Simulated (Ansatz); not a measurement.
**Ge wire along [110], 42 atoms a period, H-terminated: bands by functional and under strain**

What gap, if any, does the Ge wire along [110], 42 atoms a period, H-terminated have, and how does it change with the functional and under strain?

Calculated with Ansatz 0.2.0; DFT PBE, plane waves, PAW; relaxation of a wire's period; PAW set soft_1, in the first sound run; inputs show where later runs differ.

### 1. The structure

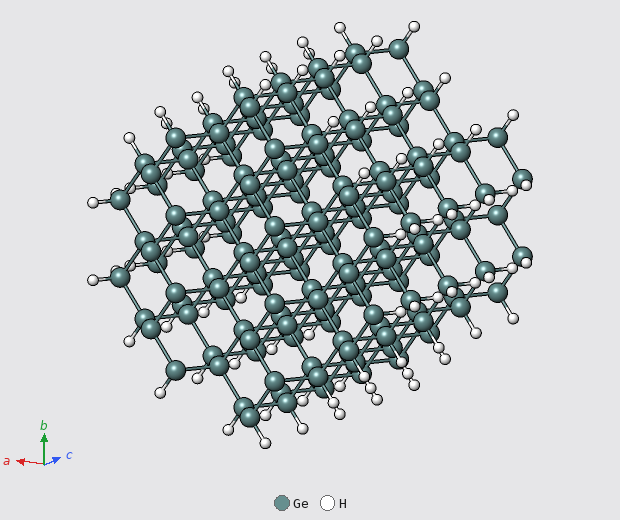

The starting structure, seen at a slant to the c axis (germanium teal, hydrogen white). 1×1×4 cells are drawn. Some periodic images of atoms are drawn too.

The cell holds 62 atoms: 42 Ge and 20 H. Its edges and angles: a = 24.441 Å, b = 25.639 Å, c = 4.073 Å, α = 90.0°, β = 90.0°, γ = 90.0°. Vacuum lies along a and b. The structure's axis is c.

### 2. Relaxation of atoms and period

Band widths follow the bond lengths, so the wire is relaxed first. The atoms and the third cell vector are free; the box across stays fixed as vacuum. A Fermi-Dirac smearing is set since the result may be a metal. The pressure printed is a third of the stress's trace over the whole box, vacuum included; only the stress along the axis is relaxed.

Contents of input.yaml:

```yaml
crystal:
  lattice:
    - [24.441, 0.0, 0.0]
    - [0.0, 25.639, 0.0]
    - [0.0, 0.0, 4.0729350596]
  atoms:
    - { symbol: Ge, position: [0.175961148, 0.420575578, 0.0] }
    - { symbol: H, position: [0.198027904, 0.708540681, 0.0] }
    - { symbol: Ge, position: [0.234878541, 0.34114707, 0.0] }
    - { symbol: Ge, position: [0.234878541, 0.500004087, 0.0] }
    - { symbol: Ge, position: [0.41163072, 0.420575578, 0.0] }
    - { symbol: Ge, position: [0.41163072, 0.738289613, 0.0] }
    - { symbol: H, position: [0.433697476, 0.867397698, 0.0] }
    - { symbol: Ge, position: [0.470548113, 0.34114707, 0.0] }
    - { symbol: Ge, position: [0.470548113, 0.182290053, 0.0] }
    - { symbol: Ge, position: [0.470548113, 0.500004087, 0.0] }
    - { symbol: Ge, position: [0.647300291, 0.420575578, 0.0] }
    - { symbol: Ge, position: [0.647300291, 0.738289613, 0.0] }
    - { symbol: H, position: [0.684150928, 0.212038985, 0.0] }
    - { symbol: Ge, position: [0.706217684, 0.34114707, 0.0] }
    - { symbol: Ge, position: [0.706217684, 0.500004087, 0.0] }
    - { symbol: H, position: [0.860903107, 0.420575578, 0.187268604] }
    - { symbol: H, position: [0.860903107, 0.579432595, 0.187268604] }
    - { symbol: H, position: [0.139110511, 0.420575578, 0.312731396] }
    - { symbol: H, position: [0.139110511, 0.579432595, 0.312731396] }
    - { symbol: Ge, position: [0.293795934, 0.34114707, 0.5] }
    - { symbol: Ge, position: [0.293795934, 0.658861104, 0.5] }
    - { symbol: Ge, position: [0.293795934, 0.500004087, 0.5] }
    - { symbol: H, position: [0.31586269, 0.212038985, 0.5] }
    - { symbol: H, position: [0.31586269, 0.787969189, 0.5] }
    - { symbol: Ge, position: [0.352713327, 0.261718561, 0.5] }
    - { symbol: Ge, position: [0.352713327, 0.420575578, 0.5] }
    - { symbol: Ge, position: [0.352713327, 0.579432595, 0.5] }
    - { symbol: Ge, position: [0.352713327, 0.738289613, 0.5] }
    - { symbol: Ge, position: [0.529465506, 0.34114707, 0.5] }
    - { symbol: Ge, position: [0.529465506, 0.182290053, 0.5] }
    - { symbol: Ge, position: [0.529465506, 0.658861104, 0.5] }
    - { symbol: Ge, position: [0.529465506, 0.500004087, 0.5] }
    - { symbol: Ge, position: [0.529465506, 0.817718121, 0.5] }
    - { symbol: H, position: [0.566316143, 0.132610476, 0.5] }
    - { symbol: H, position: [0.566316143, 0.867397698, 0.5] }
    - { symbol: Ge, position: [0.588382898, 0.261718561, 0.5] }
    - { symbol: Ge, position: [0.588382898, 0.420575578, 0.5] }
    - { symbol: Ge, position: [0.588382898, 0.579432595, 0.5] }
    - { symbol: Ge, position: [0.588382898, 0.738289613, 0.5] }
    - { symbol: Ge, position: [0.765135077, 0.34114707, 0.5] }
    - { symbol: Ge, position: [0.765135077, 0.658861104, 0.5] }
    - { symbol: Ge, position: [0.765135077, 0.500004087, 0.5] }
    - { symbol: H, position: [0.801985714, 0.291467493, 0.5] }
    - { symbol: H, position: [0.801985714, 0.708540681, 0.5] }
    - { symbol: Ge, position: [0.82405247, 0.420575578, 0.5] }
    - { symbol: Ge, position: [0.82405247, 0.579432595, 0.5] }
    - { symbol: H, position: [0.139110511, 0.420575578, 0.687268604] }
    - { symbol: H, position: [0.139110511, 0.579432595, 0.687268604] }
    - { symbol: H, position: [0.860903107, 0.420575578, 0.812731396] }
    - { symbol: H, position: [0.860903107, 0.579432595, 0.812731396] }
    - { symbol: Ge, position: [0.175961148, 0.579432595, 0.0] }
    - { symbol: H, position: [0.198027904, 0.291467493, 0.0] }
    - { symbol: Ge, position: [0.234878541, 0.658861104, 0.0] }
    - { symbol: Ge, position: [0.41163072, 0.261718561, 0.0] }
    - { symbol: Ge, position: [0.41163072, 0.579432595, 0.0] }
    - { symbol: H, position: [0.433697476, 0.132610476, 0.0] }
    - { symbol: Ge, position: [0.470548113, 0.658861104, 0.0] }
    - { symbol: Ge, position: [0.470548113, 0.817718121, 0.0] }
    - { symbol: Ge, position: [0.647300291, 0.261718561, 0.0] }
    - { symbol: Ge, position: [0.647300291, 0.579432595, 0.0] }
    - { symbol: H, position: [0.684150928, 0.787969189, 0.0] }
    - { symbol: Ge, position: [0.706217684, 0.658861104, 0.0] }
kpoints:
  mp_grid: { grid: [1, 1, 20] }
scf:
  occupations: { method: fermi_dirac, width: 0.05 }
hamiltonian:
  xc: pbe
  pseudopotentials: { kind: paw, azcp: { folder: soft_1 } }
relax:
  cell: { fix: [a, b, alpha, beta, gamma] }
  max_steps: 45
  f_tol: 0.03
```

On the command line:

```
$ ansatz run input.yaml --threads 16 --pin off --max-ram 61440MiB --backend cuda --events-out ev --progress --plain --runs-dir out --max-vram 78GiB
```

Numbers of over 12 decimals in the logs are rounded to 6 here.

The program printed:

```text
Engine: ansatz 0.2.0, aarch64-unknown-linux-gnu
Pseudopotentials: kind: paw
Pseudopotential: Ge, paw, valence charge 14, recommended cutoff 420 eV (normal), soft_1/Ge.paw.azcp
Pseudopotential: H, paw, valence charge 1, recommended cutoff 420 eV (normal), soft_1/H.paw.azcp
Functional definition: PBE
  parameter kappa = 0.804
  parameter beta = 0.066725
  exchange = pbe_x(kappa = kappa, mu = beta*pi^2/3)
  correlation = pbe_c(beta = beta)
[...]
Crystal: 62 atoms, lattice volume = 2552.275 Å³
Basis set: ecut = 420 eV, 49861 PW (Γ), exchange–correlation on 360×360×60 points (8 copies of the dense FFT grid, shifted against one another)
Bands: 366, of which v1, the nominal top of the filled ones, is band 304 counted from 1 (303 counted from 0)
Symmetry: 8 space group operations
Space group: Pmma (ITA 51), of the structure as read, at distance tolerance 1.4e-4 Å
k-points: 11 of 20
Non-local potential: Ge, projectors of the file, l = 0: 2, l = 1: 2, l = 2: 3, l = 3: 1
Non-local potential: H, projectors of the file, l = 0: 2, l = 1: 1
PAW form: soft (Blöchl's): semilocal exchange-correlation on the pseudo side does not see the compensation charge
PAW one-centre angular grid: Ge, 590 points (default); XC on 64 Gauss nodes
PAW one-centre angular grid: H, 110 points (default); XC on 64 Gauss nodes
Initial density: superposition of atomic densities (neutral atoms: chi_scale 0, normalization atom)
Initial wavefunctions: pseudopotential atomic-orbital guess
[...]
Functional: x = pbe(κ = 0.804, μ = 0.219515), c = pbe(β = 0.066725)
SCF iter   1: F=—  HF=-180706.841412 eV  |F-HF|=—  |Δ(HF+E_count)|=         —  Δρ=3.23e-2  dr2=2.26e1  ethr=3.10e-3  ⟨swp⟩=6.0  Hψ=14804  notcnv=0  defer=137
preconditioner: auto → Resta (q_TF=auto, 2.148 Å⁻¹)  ε∞=1.7  [insulator: Δε(μ)=0.726 eV  Ē_g=21.752 eV  σ=0.050 eV  W_gap=1.00  n_scr=462 (ndim 8)  ℏωp=18.1 eV  f_vac=0.514  D(μ)=0.00/eV (n_scr^D=0)  ε∞_Penn≈1.7  vacuum switching on, ρ_ref=3.4e-2 e/Å³]
SCF iter   2: F=—  HF=-180702.759263 eV  |F-HF|=—  |Δ(HF+E_count)|=    4.08e0  Δρ=1.50e-2  dr2=6.67e0  ethr=3.10e-3  ⟨swp⟩=2.6  Hψ=5410  notcnv=0  defer=533
[...]
SCF iter  13: F=-180701.596723 eV  HF=-180701.596723 eV  |F-HF|=5.82e-9  |Δ(HF+E_count)|=   3.44e-8  Δρ=6.06e-7  dr2=1.59e-8  ethr=1.64e-11  ⟨swp⟩=4.0  Hψ=8854  notcnv=0
SCF 1 converged in 13 iterations: F = -180701.596723 eV  dr2 = 1.59e-8
  greatest PAW one-centre occupation: 0.998 electrons in one spin orbital (limit 2), on the Ge atom at site 45 (counted from 0), in its partial waves of l = 2
relax step   1: F+E_penalty+E_count = -180701.59672328 eV  Δ(F+E_penalty+E_count) = +0.000e0 eV  max|allowed force component| = 3.214e-1 eV/Å  Δτ_max = 0.0000 Å  P = -0.257 GPa  Ω = 2552.275 Å³  fix = [a, b, alpha, beta, gamma]  reactions: a -0.445, b -0.480 GPa  (13 SCF iters, dr2 threshold 1.00e-7 eV, accepted)
[...]
Crystal: 62 atoms, lattice volume = 2608.449 Å³
Basis set: ecut = 420 eV, 50817 PW (Γ), exchange–correlation on 360×360×60 points (8 copies of the dense FFT grid, shifted against one another)
[...]
iter 1 solved again at ethr=1.71e-4 eV; its pass at ethr=3.10e-3 eV (dr2=1.04e0 eV) is discarded
SCF iter   1: F=—  HF=-180701.769911 eV  |F-HF|=—  |Δ(HF+E_count)|=         —  Δρ=8.59e-3  dr2=1.05e0  ethr=1.71e-4  ⟨swp⟩=7.1  Hψ=19155  notcnv=0  defer=1
preconditioner: auto → Resta (q_TF=auto, 2.140 Å⁻¹)  ε∞=1.7  [insulator: Δε(μ)=0.917 eV  Ē_g=21.825 eV  σ=0.050 eV  W_gap=1.00  n_scr=458 (ndim 8)  ℏωp=17.9 eV  f_vac=0.556  D(μ)=0.00/eV (n_scr^D=0)  ε∞_Penn≈1.7  vacuum switching on, ρ_ref=3.5e-2 e/Å³]
SCF iter   2: F=—  HF=-180701.704145 eV  |F-HF|=—  |Δ(HF+E_count)|=   6.58e-2  Δρ=3.88e-3  dr2=5.42e-1  ethr=1.71e-4  ⟨swp⟩=6.5  Hψ=6504  notcnv=0  defer=100
[...]
SCF iter   9: F=-180701.652180 eV  HF=-180701.652180 eV  |F-HF|=4.60e-7  |Δ(HF+E_count)|=   3.87e-6  Δρ=7.04e-6  dr2=1.65e-6  ethr=1.02e-9  ⟨swp⟩=4.0  Hψ=11478  notcnv=0
SCF 2 converged in 9 iterations: F = -180701.652180 eV  dr2 = 1.65e-6
relax step   2: F+E_penalty+E_count = -180701.65217991 eV  Δ(F+E_penalty+E_count) = -5.546e-2 eV  max|allowed force component| = 2.705e-1 eV/Å  Δτ_max = 0.1571 Å  P = -0.065 GPa  Ω = 2608.449 Å³  energy of the carried Pulay correction = -8.100e-3 eV  fix = [a, b, alpha, beta, gamma]  reactions: a +0.092, b +0.095 GPa  (9 SCF iters, dr2 threshold 6.20e-6 eV, accepted)
[...]
relax step   3: F+E_penalty+E_count = -180701.79512089 eV  Δ(F+E_penalty+E_count) = -1.429e-1 eV  max|allowed force component| = 4.559e-2 eV/Å  Δτ_max = 0.0695 Å  P = -0.044 GPa  Ω = 2578.752 Å³  energy of the carried Pulay correction = -3.840e-3 eV  fix = [a, b, alpha, beta, gamma]  reactions: a -0.034, b -0.036 GPa  (8 SCF iters, dr2 threshold 4.57e-6 eV, accepted)
[...]
relax step   4: F+E_penalty+E_count = -180701.79731972 eV  Δ(F+E_penalty+E_count) = -2.199e-3 eV  max|allowed force component| = 1.014e-2 eV/Å  Δτ_max = 0.0043 Å  P = -0.007 GPa  Ω = 2576.211 Å³  energy of the carried Pulay correction = -3.473e-3 eV  fix = [a, b, alpha, beta, gamma]  reactions: a -0.008, b -0.005 GPa  (7 SCF iters, dr2 threshold 1.30e-7 eV, accepted)
[...]
relax step   5: F+E_penalty+E_count = -180701.80096985 eV  Δ(F+E_penalty+E_count) = -3.650e-3 eV  max|allowed force component| = 1.041e-2 eV/Å  Δτ_max = 0.0000 Å  P = -0.005 GPa  Ω = 2576.211 Å³  fix = [a, b, alpha, beta, gamma]  reactions: a -0.007, b -0.004 GPa  stress off target by 4.24e-3 GPa on what of the cell is left free  SCF on the basis re-selected at this cell (its energy is not comparable with the rows above)  (8 SCF iters)
[...]
- { symbol: H, position: [0.201178, 0.707063, 0] }
    - { symbol: Ge, position: [0.237714, 0.342753, 0] }
    - { symbol: Ge, position: [0.236725, 0.500000, 0] }
    - { symbol: Ge, position: [0.411921, 0.420760, 0] }
    - { symbol: Ge, position: [0.412238, 0.737507, 0] }
    - { symbol: H, position: [0.434596, 0.864880, 0] }
    - { symbol: Ge, position: [0.470845, 0.341550, 0] }
    - { symbol: Ge, position: [0.471712, 0.184520, 0] }
    - { symbol: Ge, position: [0.470828, 0.500000, 0] }
    - { symbol: Ge, position: [0.646387, 0.420719, 0] }
    - { symbol: Ge, position: [0.645087, 0.736118, 0] }
    - { symbol: H, position: [0.681917, 0.214211, 0] }
    - { symbol: Ge, position: [0.705015, 0.341686, 0] }
    - { symbol: Ge, position: [0.705091, 0.500000, 0] }
    - { symbol: H, position: [0.858990, 0.420955, 0.202002] }
    - { symbol: H, position: [0.858990, 0.579045, 0.202002] }
    - { symbol: H, position: [0.141010, 0.420955, 0.297998] }
    - { symbol: H, position: [0.141010, 0.579045, 0.297998] }
    - { symbol: Ge, position: [0.294985, 0.341686, 0.5] }
    - { symbol: Ge, position: [0.294985, 0.658314, 0.5] }
    - { symbol: Ge, position: [0.294909, 0.500000, 0.5] }
    - { symbol: H, position: [0.318083, 0.214211, 0.5] }
    - { symbol: H, position: [0.318083, 0.785789, 0.5] }
    - { symbol: Ge, position: [0.354913, 0.263882, 0.5] }
    - { symbol: Ge, position: [0.353613, 0.420719, 0.5] }
    - { symbol: Ge, position: [0.353613, 0.579281, 0.5] }
    - { symbol: Ge, position: [0.354913, 0.736118, 0.5] }
    - { symbol: Ge, position: [0.529155, 0.341550, 0.5] }
    - { symbol: Ge, position: [0.528288, 0.184520, 0.5] }
    - { symbol: Ge, position: [0.529155, 0.658450, 0.5] }
    - { symbol: Ge, position: [0.529172, 0.500000, 0.5] }
    - { symbol: Ge, position: [0.528288, 0.815480, 0.5] }
    - { symbol: H, position: [0.565404, 0.135120, 0.5] }
    - { symbol: H, position: [0.565404, 0.864880, 0.5] }
    - { symbol: Ge, position: [0.587762, 0.262493, 0.5] }
    - { symbol: Ge, position: [0.588079, 0.420760, 0.5] }
    - { symbol: Ge, position: [0.588079, 0.579240, 0.5] }
    - { symbol: Ge, position: [0.587762, 0.737507, 0.5] }
    - { symbol: Ge, position: [0.762286, 0.342753, 0.5] }
    - { symbol: Ge, position: [0.762286, 0.657247, 0.5] }
    - { symbol: Ge, position: [0.763275, 0.500000, 0.5] }
    - { symbol: H, position: [0.798822, 0.292937, 0.5] }
    - { symbol: H, position: [0.798822, 0.707063, 0.5] }
    - { symbol: Ge, position: [0.820717, 0.420904, 0.5] }
    - { symbol: Ge, position: [0.820717, 0.579096, 0.5] }
    - { symbol: H, position: [0.141010, 0.420955, 0.702002] }
    - { symbol: H, position: [0.141010, 0.579045, 0.702002] }
    - { symbol: H, position: [0.858990, 0.420955, 0.797998] }
    - { symbol: H, position: [0.858990, 0.579045, 0.797998] }
    - { symbol: Ge, position: [0.179283, 0.579096, 0] }
    - { symbol: H, position: [0.201178, 0.292937, 0] }
    - { symbol: Ge, position: [0.237714, 0.657247, 0] }
    - { symbol: Ge, position: [0.412238, 0.262493, 0] }
    - { symbol: Ge, position: [0.411921, 0.579240, 0] }
    - { symbol: H, position: [0.434596, 0.135120, 0] }
    - { symbol: Ge, position: [0.470845, 0.658450, 0] }
    - { symbol: Ge, position: [0.471712, 0.815480, 0] }
    - { symbol: Ge, position: [0.645087, 0.263882, 0] }
    - { symbol: Ge, position: [0.646387, 0.579281, 0] }
    - { symbol: H, position: [0.681917, 0.785789, 0] }
    - { symbol: Ge, position: [0.705015, 0.658314, 0] }
```

It took 15 s on 1 × NVIDIA GB200 with 16 threads of Arm Neoverse V2, shared host; peak memory 1.9 GiB; 99 s of CPU time.

Step by step:

```csv
step,energy less that of the first step (eV),largest force component (eV/Å),pressure (GPa),volume (Å³)
1,0.0000,0.3214,-0.26,2552.28
2,-0.0555,0.2705,-0.06,2608.45
3,-0.1984,0.0456,-0.04,2578.75
4,-0.2006,0.0101,-0.01,2576.21
5,-0.2042,0.0104,-0.01,2576.21
```

The run keeps the 8 symmetry operations that it works with, so distortions that break them were not tested.

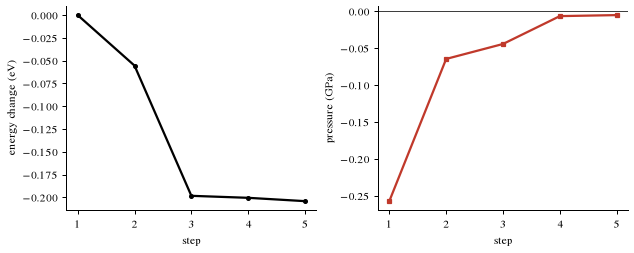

Energy and pressure along the relaxation.

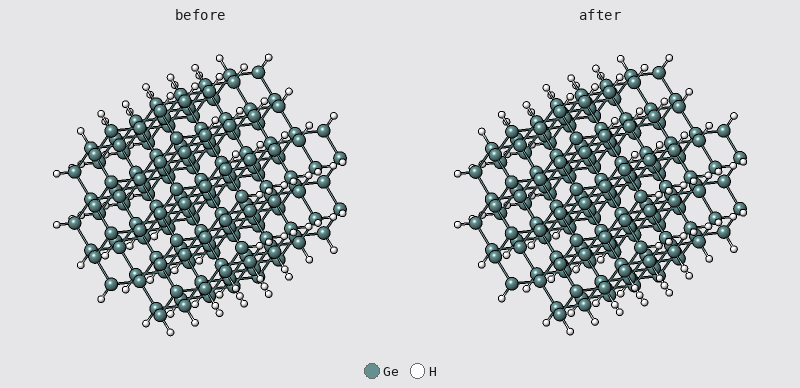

The structure before and after the relaxation, drawn at the same scale.

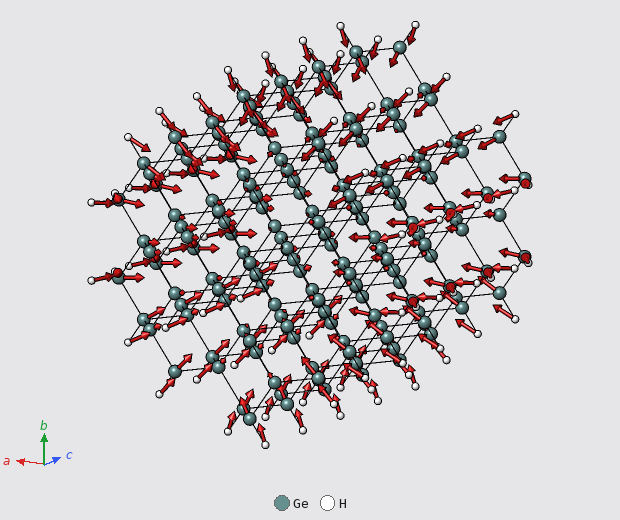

Displacements in the relaxation, exaggerated, measured against the changing cell; the longest in the cell stands for 0.09 Å. 1×1×4 cells are drawn. Some periodic images of atoms are drawn too.

```csv
cell as run,before,after,change
c (Å),4.073,4.111,+0.9 %
```

The atoms that moved most (Å, along periodic axes as changes of fractional coordinates times the final cell, across vacuum about the mean position):

```csv
atom,dx,dy,dz,length
H2,0.077,-0.038,0.000,0.086
H52,0.077,0.038,0.000,0.086
H44,-0.077,-0.038,0.000,0.086
H43,-0.077,0.038,0.000,0.086
Ge1,0.081,0.009,0.000,0.082
Ge51,0.081,-0.009,0.000,0.082
Ge45,-0.081,0.009,0.000,0.082
Ge46,-0.081,-0.009,0.000,0.082
```

Numbers from this step:

```yaml
cell_length_along_the_wire: 4.111 Å
```

The cell's length comes to 4.111 Å with spin left out.

(Part 1 of 3 ends here.)

[Logs are printed without paths, hosts, clocks, repeated set-up lines and the standing remarks that a program may print on its own settings, such as how far it seeks lower states.]

[Hosts, paths, dates, database ids (printed as entryN), source tags and the programs' standing remarks are cut or masked in the printed files.]
